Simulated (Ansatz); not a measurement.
**C₂H₈GeS: from a rough start to a stationary point**

Aim: relax C₂H₈GeS from a cheap starting geometry, check the end point by its vibrations and derive ideal-gas thermochemistry, and look at its orbitals and charge.

Method: RKS PBE0-D4/def2-TZVP; program: Ansatz 0.2.0, Gaussian basis.

Levels to be run: relaxation at PBE-D4/def2-SVP; relaxation at PBE0-D4/def2-TZVP; harmonic vibrations at the same level; a single point in def2-TZVPP for the fields.

## Step 1: Starting geometry

12 atoms, charge 0, spin multiplicity 1.

Atoms are counted from 1 here; the program's logs count them from 0.

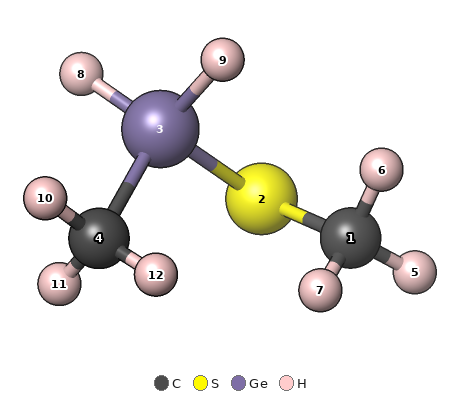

As it starts; carbon dark grey, sulfur yellow, germanium purple, hydrogen pink; atoms are numbered from 1 in the order of the file.

Geometry (Å):

```csv
atom,x (Å),y (Å),z (Å)
C1,0.40270,1.92600,0.27270
S2,-0.71220,1.37330,-1.09030
Ge3,-1.08050,-0.61280,-0.16580
C4,0.64990,-1.66940,-0.25960
H5,0.66280,3.00780,0.02800
H6,-0.20110,1.96800,1.22050
H7,1.29080,1.34290,0.34150
H8,-2.14230,-1.33050,-0.92040
H9,-1.45650,-0.41930,1.37360
H10,0.38110,-2.69080,0.17650
H11,0.88420,-1.76410,-1.29410
H12,1.39810,-1.18620,0.35160
```

The start is a force-field geometry with small random shifts, so a cheaper pass at PBE-D4/def2-SVP comes first.

## Step 2: Geometry optimisation, PBE-D4/def2-SVP (cheap first pass)

Input file in.yaml:

```yaml
crystal:
  periodic: [false, false, false]
  atoms:
    - {symbol: C, position_ang: [0.402700, 1.926000, 0.272700]}
    - {symbol: S, position_ang: [-0.712200, 1.373300, -1.090300]}
    - {symbol: Ge, position_ang: [-1.080500, -0.612800, -0.165800]}
    - {symbol: C, position_ang: [0.649900, -1.669400, -0.259600]}
    - {symbol: H, position_ang: [0.662800, 3.007800, 0.028000]}
    - {symbol: H, position_ang: [-0.201100, 1.968000, 1.220500]}
    - {symbol: H, position_ang: [1.290800, 1.342900, 0.341500]}
    - {symbol: H, position_ang: [-2.142300, -1.330500, -0.920400]}
    - {symbol: H, position_ang: [-1.456500, -0.419300, 1.373600]}
    - {symbol: H, position_ang: [0.381100, -2.690800, 0.176500]}
    - {symbol: H, position_ang: [0.884200, -1.764100, -1.294100]}
    - {symbol: H, position_ang: [1.398100, -1.186200, 0.351600]}
basis:
  gaussian: {orbitals: def2-SVP}
hamiltonian: {xc: pbe, dispersion: d4}
relax: {f_tol: 0.03, max_steps: 200}
```

Run with:

```bash
ansatz run in.yaml --threads 4 --pin off --events-out ev --progress --plain --max-ram 10444MiB
```

Log, shortened:

```text
Functional definition: PBE
  name "PBE"
  cite "Perdew, Burke & Ernzerhof, Phys. Rev. Lett. 77, 3865 (1996) doi:10.1103/PhysRevLett.77.3865"
  parent pbe
[...]
1336 factors; their error is unknown
[...]
mean field -69529.78563075 eV, -2555.1724929488 hartree, gradient 4.3e-5 eV, S^2 0.000000; 0 other end points of the search recorded, 0 dependent functions left out
[...]
reference -69529.78566771 eV, -2555.1724943070 hartree; 34, 34 occupied and 84, 84 virtual orbitals, 1336 factors
relax step   1: F+E_penalty+E_count = -69530.04737089 eV  Δ(F+E_penalty+E_count) = +0.000e0 eV  max|allowed force component| = 2.468e0 eV/Å  Δτ_max = 0.0000 Å  (29 SCF iters, accepted)
[...]
relax step   5: F+E_penalty+E_count = -69530.32049854 eV  Δ(F+E_penalty+E_count) = -7.539e-3 eV  max|allowed force component| = 1.225e-1 eV/Å  Δτ_max = 0.0522 Å  (27 SCF iters, accepted)
[...]
relax step   6: F+E_penalty+E_count = -69530.32315809 eV  Δ(F+E_penalty+E_count) = -2.660e-3 eV  max|allowed force component| = 1.291e-2 eV/Å  Δτ_max = 0.0357 Å  (26 SCF iters, accepted)
1336 factors; their error is unknown
[...]
mean field -69530.06824023 eV, -2555.1828786554 hartree, gradient 1.6e-5 eV, S^2 0.000000; 1 other end points of the search recorded, 0 dependent functions left out
[...]
reference -69530.06827788 eV, -2555.1828800391 hartree; 34, 34 occupied and 84, 84 virtual orbitals, 1336 factors
Total energy: -69530.32319574 eV, -2555.1922480977 hartree
Atom 0 at     0.399895     2.051579     0.270608 Å, force    -0.001931    -0.001606     0.002307 eV/Å
Atom 1 at    -0.752753     1.380606    -0.990843 Å, force     0.006539    -0.004201    -0.005396 eV/Å
Atom 2 at    -1.062300    -0.676886    -0.146922 Å, force    -0.012907     0.000895     0.001368 eV/Å
Atom 3 at     0.586165    -1.746747    -0.230344 Å, force     0.001668    -0.003089     0.009872 eV/Å
Atom 4 at     0.608140     3.099645    -0.018607 Å, force    -0.000539    -0.001270     0.006903 eV/Å
Atom 5 at    -0.056689     2.047475     1.280737 Å, force     0.010066     0.004789    -0.003533 eV/Å
Atom 6 at     1.360318     1.499058     0.294668 Å, force    -0.009005     0.001220    -0.004239 eV/Å
Atom 7 at    -2.181411    -1.303020    -1.020351 Å, force    -0.001650     0.003045     0.000441 eV/Å
Atom 8 at    -1.538200    -0.543573     1.331310 Å, force     0.000756    -0.005203    -0.003958 eV/Å
Atom 9 at     0.402159    -2.759186     0.182114 Å, force     0.004968     0.005868    -0.003368 eV/Å
Atom 10 at     0.923269    -1.838189    -1.280542 Å, force    -0.001455     0.001839    -0.000665 eV/Å
Atom 11 at     1.388407    -1.265862     0.362373 Å, force     0.003490    -0.002287     0.000268 eV/Å
Dipole moment:     0.267053    -0.157067     0.237137 e Å
```

Run time: 3.5 s. Hardware: 4 threads of AMD EPYC 9R45, shared host.

Relaxation path: (the energy doesn't fall at every step)

```csv
step,energy from step 1 (eV),largest force component (eV/Å)
1,0.0000,2.4684
2,-0.2322,0.8944
3,-0.2656,0.3389
4,-0.2637,0.2187
5,-0.2731,0.1225
6,-0.2758,0.0129
```

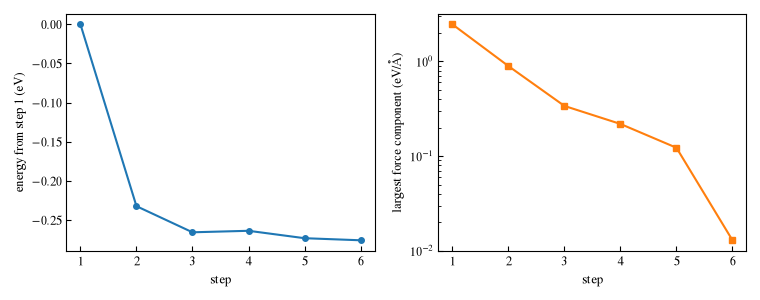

Energy and largest force along the relaxation.

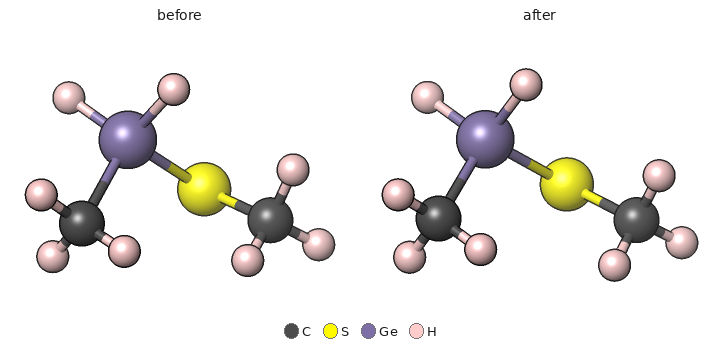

The geometry before (left) and after (right).

Distances of close pairs at the start and the end, largest changes first:

```csv
bond,before (Å),after (Å),change (Å)
Ge3–H8,1.487,1.552,+0.064
Ge3–C4,2.030,1.967,-0.063
C1–H7,1.065,1.108,+0.044
C4–H11,1.065,1.107,+0.042
Ge3–H9,1.596,1.559,-0.038
C4–H10,1.143,1.109,-0.034
C1–H5,1.139,1.107,-0.032
C4–H12,1.080,1.107,+0.027
```

## Step 3: Optimising with PBE0-D4/def2-TZVP

Input file in.yaml:

```yaml
crystal:
  periodic: [false, false, false]
  atoms:
    - {symbol: C, position_ang: [0.399895, 2.051579, 0.270608]}
    - {symbol: S, position_ang: [-0.752753, 1.380606, -0.990843]}
    - {symbol: Ge, position_ang: [-1.062300, -0.676886, -0.146922]}
    - {symbol: C, position_ang: [0.586165, -1.746747, -0.230344]}
    - {symbol: H, position_ang: [0.608140, 3.099645, -0.018607]}
    - {symbol: H, position_ang: [-0.056689, 2.047475, 1.280737]}
    - {symbol: H, position_ang: [1.360318, 1.499058, 0.294668]}
    - {symbol: H, position_ang: [-2.181411, -1.303020, -1.020351]}
    - {symbol: H, position_ang: [-1.538200, -0.543573, 1.331310]}
    - {symbol: H, position_ang: [0.402159, -2.759186, 0.182114]}
    - {symbol: H, position_ang: [0.923269, -1.838189, -1.280542]}
    - {symbol: H, position_ang: [1.388407, -1.265862, 0.362373]}
basis:
  gaussian: {orbitals: def2-TZVP}
hamiltonian: {xc: pbe0, dispersion: d4}
relax: {f_tol: 0.005, max_steps: 150}
```

The command is unchanged.

Log, shortened:

```text
Functional definition: PBE0
  name "PBE0"
  cite "Adamo & Barone, J. Chem. Phys. 110, 6158 (1999) doi:10.1063/1.478522"
  cite "Perdew, Burke & Ernzerhof, Phys. Rev. Lett. 77, 3865 (1996) doi:10.1103/PhysRevLett.77.3865"
  parent pbe
[...]
1384 factors; their error is unknown
[...]
mean field -69546.37631448 eV, -2555.7821893303 hartree, gradient 1.1e-5 eV, S^2 0.000000; 0 other end points of the search recorded, 0 dependent functions left out
[...]
reference -69546.37634737 eV, -2555.7821905390 hartree; 34, 34 occupied and 161, 161 virtual orbitals, 1384 factors
relax step   1: F+E_penalty+E_count = -69546.59358832 eV  Δ(F+E_penalty+E_count) = +0.000e0 eV  max|allowed force component| = 5.506e-1 eV/Å  Δτ_max = 0.0000 Å  (28 SCF iters, accepted)
[...]
Atom 2 at    -1.062565    -0.668569    -0.146857 Å, force     0.000025    -0.000772     0.000419 eV/Å
Atom 3 at     0.582889    -1.715349    -0.219142 Å, force    -0.000043    -0.000408     0.000503 eV/Å
Atom 4 at     0.598587     3.058032    -0.005994 Å, force    -0.000339    -0.000407    -0.001000 eV/Å
Atom 5 at    -0.027715     1.992676     1.263081 Å, force     0.000969    -0.000177    -0.001910 eV/Å
Atom 6 at     1.349436     1.476509     0.251643 Å, force    -0.000737     0.000874    -0.000786 eV/Å
Atom 7 at    -2.165334    -1.295653    -1.015522 Å, force     0.000035     0.000224     0.000046 eV/Å
Atom 8 at    -1.543136    -0.538092     1.314331 Å, force     0.000264     0.000361    -0.000736 eV/Å
Atom 9 at     0.406101    -2.718145     0.174290 Å, force     0.000094     0.000427    -0.000738 eV/Å
Atom 10 at     0.926972    -1.792417    -1.250703 Å, force     0.000112     0.000267     0.000367 eV/Å
Atom 11 at     1.362610    -1.241864     0.378633 Å, force    -0.000797     0.000054    -0.000003 eV/Å
Dipole moment:     0.269535    -0.156461     0.247790 e Å
```

Wall time 13 s (4 threads of AMD EPYC 9R45, shared host); peak memory 0.6 GiB.

Step by step:

```csv
step,energy from step 1 (eV),largest force component (eV/Å)
1,0.0000,0.5506
2,-0.0428,0.1532
3,-0.0458,0.0642
4,-0.0463,0.0395
5,-0.0464,0.0109
6,-0.0464,0.0052
7,-0.0465,0.0021
8,-0.0465,0.0040
```

The force was under the threshold of 0.005 eV/Å already at step 7, but the program went on to step 8.

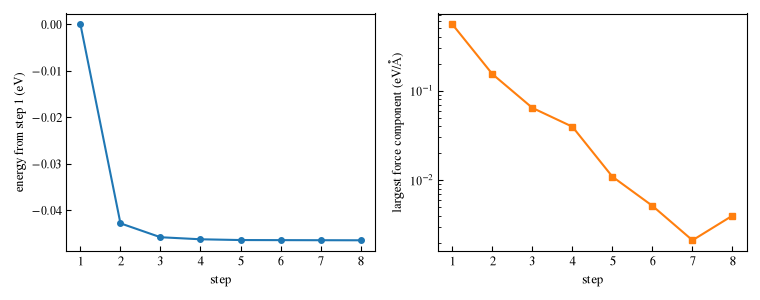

Energy and largest force along the relaxation.

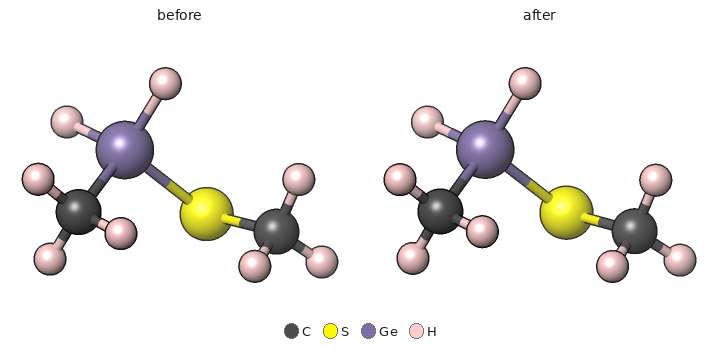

The geometry before (left) and after (right).

Close pairs (by a distance rule), those that changed most:

```csv
bond,before (Å),after (Å),change (Å)
S2–Ge3,2.245,2.219,-0.026
C1–S2,1.836,1.813,-0.022
C1–H7,1.108,1.090,-0.018
C1–H6,1.109,1.091,-0.018
C4–H10,1.109,1.092,-0.017
C1–H5,1.107,1.090,-0.017
C4–H12,1.107,1.091,-0.017
C4–H11,1.107,1.090,-0.017
```

Mulliken charges of the relaxed molecule (report file):

```csv
atom,value (e)
C1,-0.36
S2,-0.26
Ge3,0.21
C4,-0.48
H5,0.15
H6,0.15
H7,0.14
H8,0.02
H9,0.00
H10,0.15
H11,0.15
H12,0.14
```

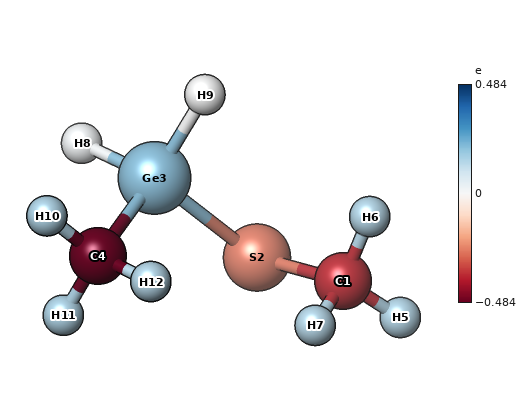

Mulliken charges of the relaxed molecule (report file), as colours on the atoms.

## Step 4: Harmonic vibrations

Input file in.yaml:

```yaml
crystal:
  periodic: [false, false, false]
  atoms:
    - {symbol: C, position_ang: [0.404158, 2.019475, 0.261878]}
    - {symbol: S, position_ang: [-0.755003, 1.368297, -0.971437]}
    - {symbol: Ge, position_ang: [-1.062565, -0.668569, -0.146857]}
    - {symbol: C, position_ang: [0.582889, -1.715349, -0.219142]}
    - {symbol: H, position_ang: [0.598587, 3.058032, -0.005994]}
    - {symbol: H, position_ang: [-0.027715, 1.992676, 1.263081]}
    - {symbol: H, position_ang: [1.349436, 1.476509, 0.251643]}
    - {symbol: H, position_ang: [-2.165334, -1.295653, -1.015522]}
    - {symbol: H, position_ang: [-1.543136, -0.538092, 1.314331]}
    - {symbol: H, position_ang: [0.406101, -2.718145, 0.174290]}
    - {symbol: H, position_ang: [0.926972, -1.792417, -1.250703]}
    - {symbol: H, position_ang: [1.362610, -1.241864, 0.378633]}
basis:
  gaussian: {orbitals: def2-TZVP}
hamiltonian: {xc: pbe0, dispersion: d4}
phonons: {temperatures: {t_min: 298.15, t_max: 900, t_step: 200}}
```

Same command.

Log, shortened:

```text
Functional definition: PBE0
  name "PBE0"
  cite "Adamo & Barone, J. Chem. Phys. 110, 6158 (1999) doi:10.1063/1.478522"
  cite "Perdew, Burke & Ernzerhof, Phys. Rev. Lett. 77, 3865 (1996) doi:10.1103/PhysRevLett.77.3865"
  parent pbe
[...]
1384 factors; their error is unknown
[...]
mean field -69546.42043562 eV, -2555.7838107523 hartree, gradient 1.1e-5 eV, S^2 0.000000; 0 other end points of the search recorded, 0 dependent functions left out
[...]
reference -69546.42046813 eV, -2555.7838119469 hartree; 34, 34 occupied and 161, 161 virtual orbitals, 1384 factors
[...]
1384 factors; their error is unknown
mean field -69546.42030656 eV, -2555.7838060093 hartree, gradient 8.1e-7 eV, S^2 0.000000; 0 other end points of the search recorded, 0 dependent functions left out
[...]
reference -69546.42033906 eV, -2555.7838072037 hartree; 34, 34 occupied and 161, 161 virtual orbitals, 1384 factors
[...]
Atom 5 at    -0.027715     1.992676     1.263081 Å, force     0.000974    -0.000182    -0.001903 eV/Å
Atom 6 at     1.349436     1.476509     0.251643 Å, force    -0.000730     0.000863    -0.000779 eV/Å
Atom 7 at    -2.165334    -1.295653    -1.015522 Å, force     0.000046     0.000230     0.000059 eV/Å
Atom 8 at    -1.543136    -0.538092     1.314331 Å, force     0.000269     0.000358    -0.000735 eV/Å
Atom 9 at     0.406101    -2.718145     0.174290 Å, force     0.000094     0.000420    -0.000732 eV/Å
Atom 10 at     0.926972    -1.792417    -1.250703 Å, force     0.000112     0.000265     0.000367 eV/Å
Atom 11 at     1.362610    -1.241864     0.378633 Å, force    -0.000772     0.000054     0.000008 eV/Å
Dipole moment:     0.269535    -0.156461     0.247790 e Å
Vibrations: 56.45 126.77 132.56 151.48 190.57 403.56 440.64 605.43 627.15 689.81 732.78 836.05 858.72 865.12 968.99 983.23 1260.52 1348.15 1450.96 1454.76 1468.65 1476.31 2118.48 2156.42 3057.55 3063.14 3143.79 3151.85 3153.40 3162.66 cm⁻¹, zero-point energy 2.488112 eV
```

It took 74 s on 4 threads of AMD EPYC 9R45, shared host; peak memory 0.6 GiB.

Motions are named by where the mode's potential energy lies. Wavenumbers, unscaled:

```csv
mode,cm⁻¹,motion
1,56,torsion
2,127,torsion
3,133,torsion
4,151,bend with torsion
5,191,bend
6,404,Ge–S stretch
7,441,torsion with bend
8,605,Ge–C stretch
9,627,bend
10,690,bend with wag or twist
11,733,C–S stretch
12,836,bend with wag or twist
13,859,bend with wag or twist
14,865,bend with wag or twist
15,969,bend
16,983,bend
17,1261,bend
18,1348,bend
19,1451,bend
20,1455,bend
21,1469,bend
22,1476,bend
23,2118,Ge–H stretch
24,2156,Ge–H stretch
25,3058,C–H stretch
26,3063,C–H stretch
27,3144,C–H stretch
28,3152,C–H stretch
29,3153,C–H stretch
30,3163,C–H stretch
```

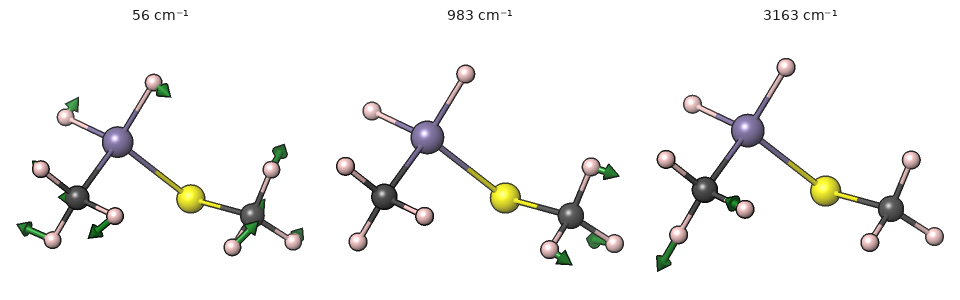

Displacements of 3 modes, as arrows.

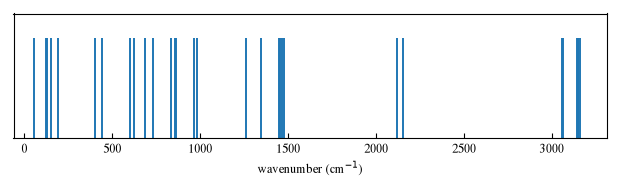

The harmonic wavenumbers as sticks (no intensities were computed).

Ideal gas, rigid rotor and harmonic oscillator at 298.15 K and 1 bar, with symmetry number 1:

```csv
term,value
zero-point energy,57.4 kcal/mol
H(298) − E,62.8 kcal/mol
"entropy, translation",170.2 J/(mol K)
"entropy, rotation",113.0 J/(mol K)
"entropy, vibration",81.1 J/(mol K)
"entropy, total",364.3 J/(mol K)
```

## Step 5: Orbitals, density and potential

Edit in.yaml of step 4 so:

```diff
@@ -16,4 +16,4 @@
 basis:
-  gaussian: {orbitals: def2-TZVP}
+  gaussian: {orbitals: def2-TZVPP}
 hamiltonian: {xc: pbe0, dispersion: d4}
-phonons: {temperatures: {t_min: 298.15, t_max: 900, t_step: 200}}
+output: {orbitals: {seedname: orbitals}}
```

Same command.

Log:

```text
Functional definition: PBE0
  name "PBE0"
  cite "Adamo & Barone, J. Chem. Phys. 110, 6158 (1999) doi:10.1063/1.478522"
  cite "Perdew, Burke & Ernzerhof, Phys. Rev. Lett. 77, 3865 (1996) doi:10.1103/PhysRevLett.77.3865"
  parent pbe
  parameter a = 0.25
  parameter kappa = 0.804
  parameter beta = 0.06672455060314922
  exchange = (1 - a)*pbe_x(kappa = kappa, mu = beta*pi^2/3) + a*exact_x
  correlation = pbe_c(beta = beta)
1548 factors; their error is unknown
mean field evaluation 1: about -69537.6509 eV, gradient 6.3e1 eV
mean field evaluation 2: about -69532.8106 eV, gradient 7.4e1 eV
mean field evaluation 4: about -69546.2114 eV, gradient 2.4e0 eV
mean field evaluation 8: about -69546.2226 eV, gradient 3.6e-2 eV
mean field evaluation 16: about -69546.4916 eV, gradient 7.1e-5 eV
mean field -69546.49162586 eV, -2555.7864269451 hartree, gradient 7.1e-5 eV, S^2 0.000000; 0 other end points of the search recorded, 0 dependent functions left out
reference -69546.49165902 eV, -2555.7864281638 hartree; 34, 34 occupied and 230, 230 virtual orbitals, 1548 factors
Total energy: -69546.71128092 eV, -2555.7944991196 hartree
```

Wall time 1.6 s (4 threads of AMD EPYC 9R45, shared host); peak memory 0.79 GiB.

The fields below are evaluated on a grid from the run's orbitals.

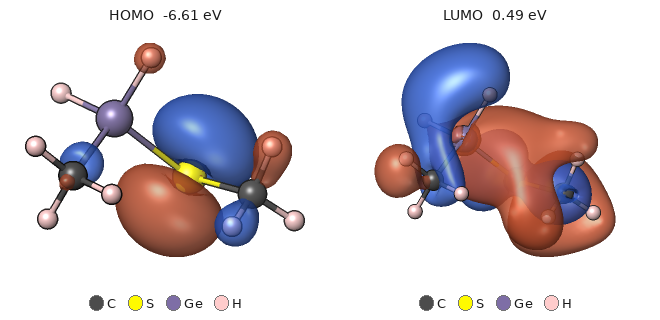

Frontier orbitals at PBE0-D4/def2-TZVPP; each surface holds 70 % of the orbital's density, blue and red mark the sign.

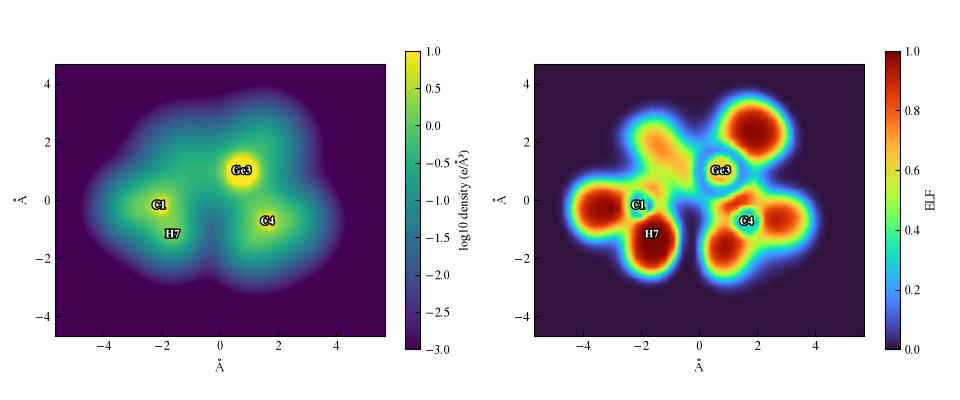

Density (left) and ELF (right) in a plane through or near 4 of the atoms.

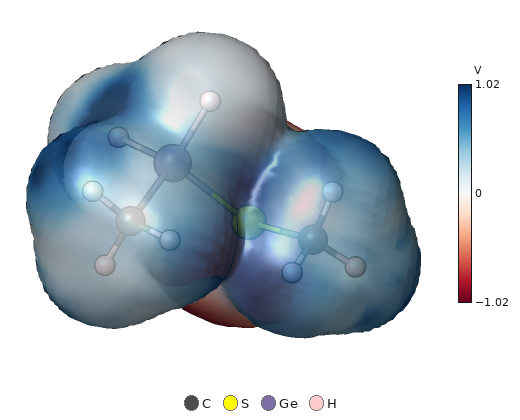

The potential that a unit positive charge feels on the 0.002 e/bohr³ surface, from -1.00 V near S2 to 1.02 V near H10.

## Step 6: Summary of results

| quantity | value |
| --- | --- |
| point group | C1 |
| steps | 6 + 8 |
| shift from the start (rms) | 0.113 Å |
| total energy | -69546.6401 eV |
| dispersion term | -220 meV |
| dipole moment | 1.91 D |
| lowest, highest wavenumber | 56, 3163 cm⁻¹ |
| zero-point energy | 57.4 kcal/mol |
| entropy at 298.15 K | 364.3 J/(mol K) |
| HOMO, LUMO | -6.61, 0.49 eV |

In words: The relaxed geometry lies 0.11 Å (rms) from the start; the bond that changed most is Ge3–C4, from 2.030 to 1.952 Å. All wavenumbers are real, so the end point is a minimum. The stiffest mode, 3163 cm⁻¹, is a C–H stretch, and 5 modes under 200 cm⁻¹ make the vibrational entropy uncertain. Harmonic hybrid wavenumbers usually lie a few per cent above measured fundamentals. The largest Mulliken charge, -0.48 e, sits on C4. The HOMO lies mostly on S2 78 % and the LUMO on S2 31 %; Ge3 16 %.
